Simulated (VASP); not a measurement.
Band structure of ZrC (rock salt). Calculation: PBEsol GGA with spin-orbit coupling, VASP's PBE PAW potentials (set 64) (plane waves; VASP 6.6.1).

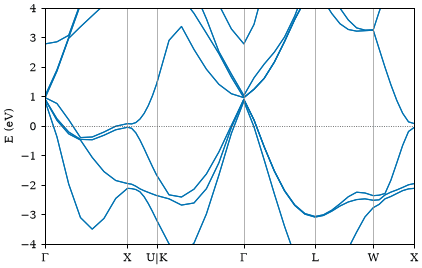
Fig. 1. Bands along high-symmetry lines, zero at the valence-band maximum or, without a gap, the Fermi level

Task: Read the plot: is there a gap, and where are the band edges?

Result: It has no gap at this level: it comes out as a metal or semimetal.

The compound is ZrC in the rock salt structure. It was relaxed first.
